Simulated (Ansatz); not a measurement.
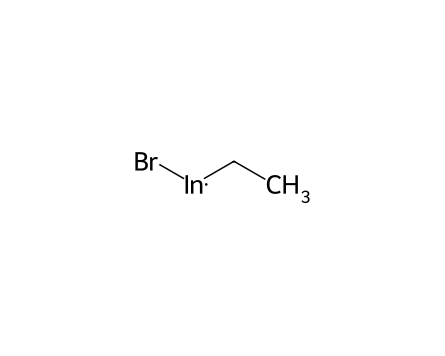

The drawing above gives the connectivity. Charge 0, doublet. Computed geometry: PBE0-D4/def2-TZVP optimisation. No frequency run is at hand to confirm it as a minimum.

What does the molecule look like in three dimensions?

It has 9 atoms: 2 carbon, 5 hydrogen, 1 bromine and 1 indium (C2H5BrIn). SMILES: `C[CH2][In][Br]`. The point group is C1. It is an open-shell species. Coordination: 2 C tetrahedral; 1 In bent.

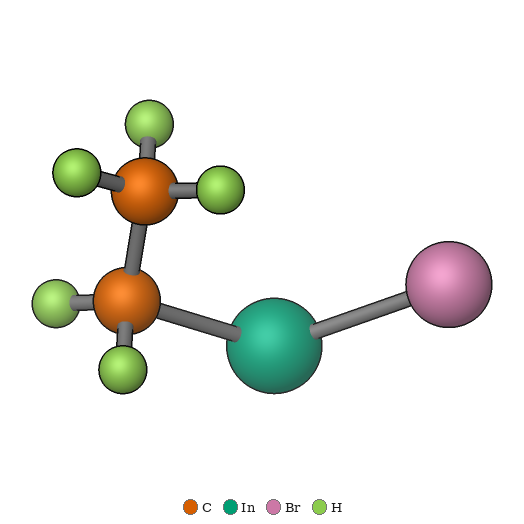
